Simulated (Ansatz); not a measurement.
# AlSnSiH7 (SMILES [SiH3][AlH][SnH3]): PBE-QIDH/def2-SVP (core potential)

What is the energy change on altering one bond length of AlSnSiH7 at PBE-QIDH/def2-SVP (core potential)? 

Program for the calculation: Ansatz 0.2.0.

44 further runs of the same task are left out: 44 set aside as unsound or not needed.

## (1) The molecule

AlSnSiH7 has 10 atoms, charge 0, and is taken as a singlet. SMILES: `[SiH3][AlH][SnH3]`. The coordinates come from a PBE0-D4/def2-TZVP relaxation.

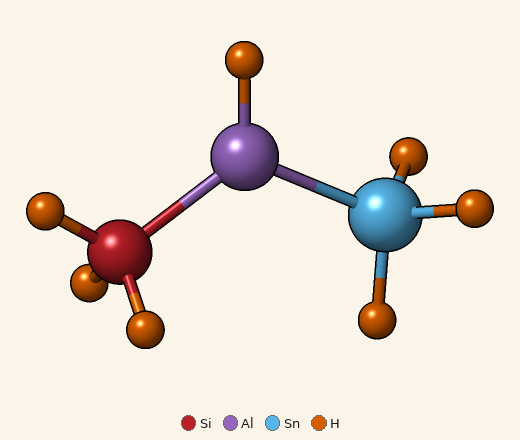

Viewed from a chosen angle; silicon red, aluminium purple, tin blue, hydrogen orange.

## (2) The energy at PBE-QIDH/def2-SVP (core potential)

File job.yaml:

```yaml
crystal:
  periodic: [false, false, false]
  atoms:
    - {symbol: Si, position_ang: [-1.727600, 1.016900, -0.987400]}
    - {symbol: Al, position_ang: [0.630900, 0.366100, -0.771800]}
    - {symbol: Sn, position_ang: [1.403800, -1.143700, 1.279600]}
    - {symbol: H, position_ang: [-2.584500, -0.202700, -1.056000]}
    - {symbol: H, position_ang: [-2.025800, 1.852500, -2.183800]}
    - {symbol: H, position_ang: [-2.154500, 1.780100, 0.221500]}
    - {symbol: H, position_ang: [1.723200, 0.824500, -1.833100]}
    - {symbol: H, position_ang: [2.608000, -0.374300, 2.224600]}
    - {symbol: H, position_ang: [0.128400, -1.541500, 2.349800]}
    - {symbol: H, position_ang: [2.081400, -2.629000, 0.759800]}
basis:
  gaussian: {orbitals: def2-SVP}
hamiltonian: {xc: {name: PBE-QIDH}}
correlation: {frozen_orbitals: {Al: 5, H: 0, Si: 5, Sn: 4}}
accuracy: high
output: {orbitals: {seedname: orbitals}}
```

Run with:

```sh
$ ansatz run job.yaml --threads 1 --pin off --max-ram 3480MiB --events-out events.jsonl --progress --plain --runs-dir runs
```

The program printed:

```text
Warning: RAYON_NUM_THREADS=1 ignored (pool sized by the plan → 1); use --threads N
Functional definition: PBE-QIDH
  name "PBE-QIDH"
  parameter a = 3^(-1/3)
  parameter c = 1/3
  exchange = (1 - a)*pbe_x + a*exact_x
  correlation = (1 - c)*pbe_c + c*(mp2_os + mp2_ss)
2236 factors; integrals over basis functions are off by at most 3.6e-8 eV
mean field evaluation 1: about -20391.5346 eV, gradient 1.0e1 eV
mean field evaluation 2: about -20391.5806 eV, gradient 1.1e1 eV
mean field evaluation 4: about -20392.2046 eV, gradient 9.9e-1 eV
mean field evaluation 8: about -20392.2096 eV, gradient 6.5e-3 eV
mean field evaluation 16: about -20392.2096 eV, gradient 3.7e-6 eV
mean field -20392.20959493 eV, -749.3998802776 hartree, gradient 3.0e-8 eV, S^2 0.000000; 0 other end points of the search recorded, 0 dependent functions left out
14 core orbitals not correlated: weight in the atoms' cores, before any rotation towards them, 1.000 or more for the frozen orbitals, at most 0.000 for the correlated occupied ones
reference -20392.20959638 eV, -749.3998803308 hartree; 14, 14 occupied and 69, 69 virtual orbitals, 2236 factors
second order -8.97212114 eV of doubles, -0.00000000 eV of singles
Total energy: -20395.20030343 eV, -749.5097867876 hartree
```

Wall time 16 s (1 thread of Intel Xeon Platinum 8259CL at 2.50GHz (Skylake/Cascade Lake), shared host); peak memory 0.38 GiB.

## (3) The distorted shape, same level

File input.yaml:

```yaml
crystal:
  periodic: [false, false, false]
  atoms:
    - {symbol: Si, position_ang: [-2.269693, 2.205168, -0.571550]}
    - {symbol: Al, position_ang: [0.088807, 1.554368, -0.355950]}
    - {symbol: Sn, position_ang: [0.861707, 0.044568, 1.695450]}
    - {symbol: H, position_ang: [-3.126593, 0.985568, -0.640150]}
    - {symbol: H, position_ang: [-2.567893, 3.040768, -1.767950]}
    - {symbol: H, position_ang: [-2.696593, 2.968368, 0.637350]}
    - {symbol: H, position_ang: [1.181107, 2.012768, -1.417250]}
    - {symbol: H, position_ang: [2.065907, 0.813968, 2.640450]}
    - {symbol: H, position_ang: [-0.413693, -0.353232, 2.765650]}
    - {symbol: H, position_ang: [2.081400, -2.629000, 0.759800]}
basis:
  gaussian: {orbitals: def2-SVP}
hamiltonian: {xc: {name: PBE-QIDH}}
correlation: {frozen_orbitals: {Al: 5, H: 0, Si: 5, Sn: 4}}
accuracy: high
output: {orbitals: {seedname: orbitals}}
```

Run with:

```sh
$ ansatz run input.yaml --threads 1 --pin off --max-ram 3480MiB --events-out events.jsonl --progress --plain --runs-dir runs
```

The program printed (excerpt; [...] marks lines left out):

```text
Warning: RAYON_NUM_THREADS=1 ignored (pool sized by the plan → 1); use --threads N
[... 2 set-up lines as earlier in the session ...]
[...]
2198 factors; integrals over basis functions are off by at most 9.3e-9 eV
[...]
mean field -20388.84966469 eV, -749.2764051186 hartree, gradient 3.5e-8 eV, S^2 0.000000; 0 other end points of the search recorded, 0 dependent functions left out; unrestricted orbitals would lower it
14 core orbitals not correlated: weight in the atoms' cores, before any rotation towards them, 1.000 or more for the frozen orbitals, at most 0.000 for the correlated occupied ones
reference -20388.84966620 eV, -749.2764051740 hartree; 14, 14 occupied and 69, 69 virtual orbitals, 2198 factors
second order -9.45266422 eV of doubles, -0.00000000 eV of singles
Total energy: -20392.00055427 eV, -749.3921981749 hartree
```

Run time: 17 s. Hardware: 1 thread of Intel Xeon Platinum 8259CL at 2.50GHz (Skylake/Cascade Lake), shared host; peak memory 0.37 GiB.

## (4) Summary of results

Level: PBE-QIDH/def2-SVP (core potential), 14 core orbitals frozen.

```
                                                           quantity          value
                                          first shape: total energy  -749.50979 Eh
                     first shape: HOMO energy (SCF part's orbitals)       -8.69 eV
                     first shape: LUMO energy (SCF part's orbitals)       -1.04 eV
                   first shape: HOMO–LUMO gap (SCF part's orbitals)        7.65 eV
                                      distorted shape: total energy  -749.39220 Eh
                 distorted shape: HOMO energy (SCF part's orbitals)       -7.58 eV
                 distorted shape: LUMO energy (SCF part's orbitals)       -2.11 eV
               distorted shape: HOMO–LUMO gap (SCF part's orbitals)        5.48 eV
energy change with the Sn3–H10 bond stretched from 1.713 to 3.084 Å       3.200 eV
```

With the Sn3–H10 bond stretched from 1.713 to 3.084 Å the energy rises by 3.20 eV (74 kcal/mol). The first shape isn't relaxed at this level, so the change isn't measured from a minimum. The restricted solution (distorted shape) is unstable to spin breaking: an unrestricted one lies lower.
